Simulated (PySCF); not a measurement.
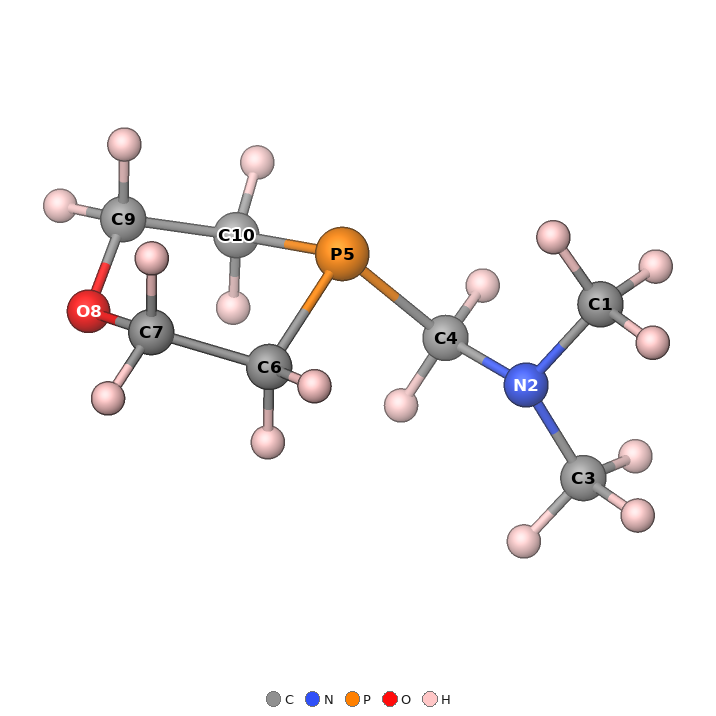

Distant atoms are faded towards the background colour. The geometry was computed by an optimisation with PBE0-D3(BJ)/def2-SVP. No frequency run is at hand to confirm it as a minimum.

### What is the conformation of the ring P5–C6–C7–O8–C9–C10?

It is a chair (Cremer–Pople θ = 6°, folded into 0 to 90°). The Cremer–Pople amplitude Q is 0.65 Å.

### Give the torsion angles round the ring, beginning with the bond from its second to its third atom.

62°, −67°, 67°, −63°, 52°, −53°.
